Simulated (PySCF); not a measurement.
Zn(OMe)(SH), SMILES C[O][Zn][SH] at its PBE0/def2-SVP optimised geometry (Å):

```
8

Zn     0.7791     0.6956     0.0000
O     -0.9863     0.8509     0.0000
C     -1.9313    -0.1649     0.0394
H     -1.8674    -0.7978     0.9491
H     -2.9462     0.2751     0.0357
H     -1.8838    -0.8509    -0.8321
S      2.9462     0.6956     0.0000
H      3.0121     0.6907    -1.3513
```

Calculation: PBE0/def2-TZVP in PySCF 2.14.0.

Map of the log10 of the electron density (e/bohr³), floored at −4 on the plane z = 0.8 Å:

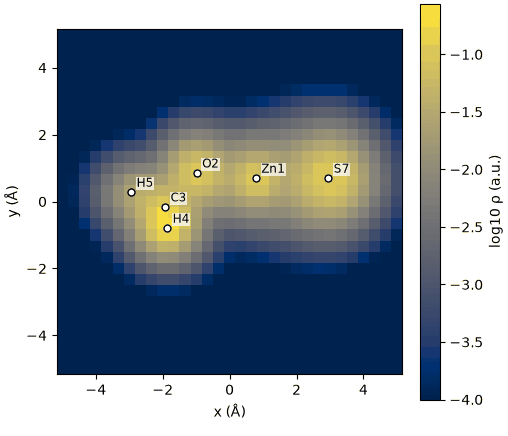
Fig. 1. Log10 of the electron density (e/bohr³), floored at −4 on the plane z = 0.8 Å.
